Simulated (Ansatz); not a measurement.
One crystal and one scan (scan of one atom of the cell) at two levels, PBE (plane waves to 420 eV, PAW, scalar-relativistic; Ansatz, a quantum-chemistry and plane-wave program) and PBEsol (plane waves to 420 eV, PAW, scalar-relativistic; Ansatz), each from its own relaxed cell and on its own mesh. The cell shown is that of PBE.

Sn (beta-Sn type, space group I4_1/amd)

```
CELL_PARAMETERS angstrom
     -2.97355     2.97355     1.60610
      2.97355    -2.97355     1.60610
      2.97355     2.97355    -1.60610
ATOMIC_POSITIONS crystal
  Sn 0.75000 0.25000 0.50000
  Sn 0.00000 0.00000 0.00000
```

Scan: atom 2 (Sn, nearest neighbour Sn at 3.080 Å; its periodic images, 3.2 Å or more away, move with it) is displaced towards the nearest neighbour, direction (-0.965, 0.000, -0.261) in Cartesian axes, by s. The other atoms stay.

The energy includes the smearing's −TS. Sn was relaxed with its symmetry unable to fall. The PAW data are Ansatz's earlier set. With partly filled bands, energies and forces of such displacements shift with the k mesh and the smearing. Percentages come from the unrounded values.

```
quantity                                                            PBE  PBEsol     PBE − PBEsol
----------------------------------------------------------------  -----  ------  ---------------
Lattice constant a (Å)                                            5.947   5.833  +0.114 (+2.0 %)
Lattice constant c (Å)                                            3.212   3.158  +0.054 (+1.7 %)
Relaxed volume (Å³/atom)                                          28.40   26.86   +1.54 (+5.7 %)
Force constant k = d²E/ds² at s = 0 (finite differences) (eV/Å²)   3.01    3.58    -0.57 (-16 %)
```

PBE gives the higher value for: lattice constant a; lattice constant c; relaxed volume. PBE gives the lower value for: force constant k = d²E/ds² at s = 0. Both give the same shape of the curve: a single well with its minimum at or next to zero displacement.

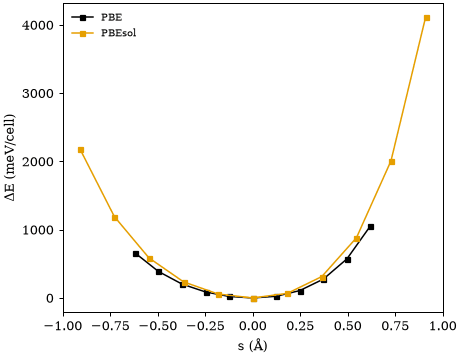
ΔE, each from the undisplaced structure of its own level.

(A displaced cell: forces are minus the slopes of the energy, force constants its curvatures, and phonons follow from these.)
